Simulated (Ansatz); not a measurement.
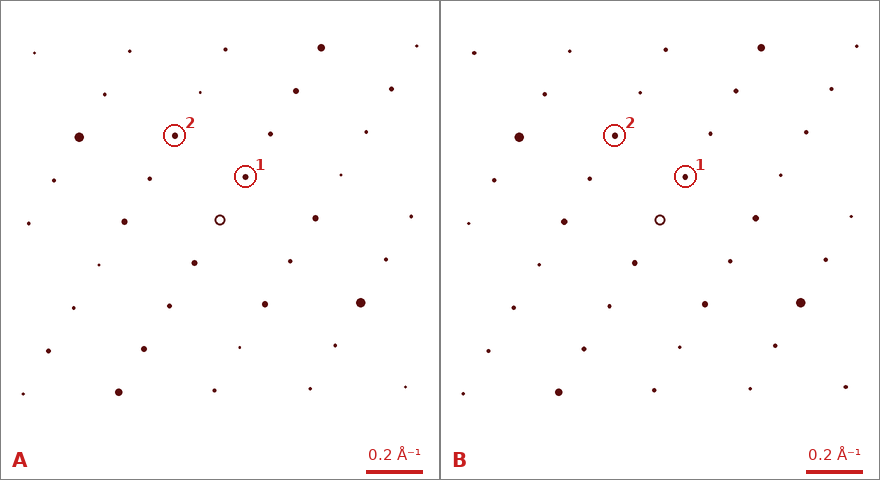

Kinematic electron diffraction patterns (300 kV, B = 0.5 Å², same scale) along [101] of the run's own cell, for the start and the end of one relaxation of GaPd4S8 with Ansatz 0.2.0, DFT, PAW plane waves, pbesol. k mesh 6×6×6. The start is a generated model structure, and the relaxation ends in the nearest stationary point of its symmetry, not necessarily the ground state. Spot 1 is 0 -1 0 and spot 2 is 1 -1 -1 in both.

Start structure:

```
Pd Ga S
1.0
     0.00000    4.80040    4.80040
     4.80040    0.00000    4.80040
     4.80040    4.80040    0.00000
Pd Ga S
4 1 8
Direct
  0.60600 0.60600 0.60600
  0.18200 0.60600 0.60600
  0.60600 0.60600 0.18200
  0.60600 0.18200 0.60600
  0.00000 0.00000 0.00000
  0.37070 0.37070 0.37070
  0.88790 0.37070 0.37070
  0.37070 0.37070 0.88790
  0.37070 0.88790 0.37070
  0.86420 0.86420 0.86420
  0.40740 0.86420 0.86420
  0.86420 0.86420 0.40740
  0.86420 0.40740 0.86420
```

Which pattern belongs to the start structure, and which to the relaxed one?

Answer. A is the start: its cell gives d(1) = 5.543 Å, d(2) = 2.895 Å and an angle of 58.5°. The spot positions hardly differ, so the intensities decide: those computed from the start structure match A, and B is the relaxed structure.

Name reflections whose intensity changes strongly on relaxation.

Answer. 0 3 0 goes from 17 to 7 % of the strongest spot.

What did the relaxation do to the structure and the energy?

Answer. The cell was held fixed; with the mean shift removed, the atoms moved by up to 0.22 Å relative to the cell (Pd most); the space group stayed F-43m (No. 216); the free energy fell by 130 meV an atom.
